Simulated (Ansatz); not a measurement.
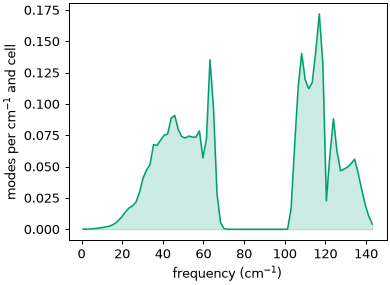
Figure. Phonon density of states of rock salt KI; finite displacements on a 3×3×3 mesh, LDA in Ansatz (a first-principles code), k mesh 6×6×6

Spin-orbit coupling is not included.

Where is the tallest peak, and is there a gap in the spectrum?

The tallest peak lies near 120 cm⁻¹. There is at least one gap; the lowest begins near 72 cm⁻¹.

The PAW data sets were generated under PBE and serve the other functionals too.
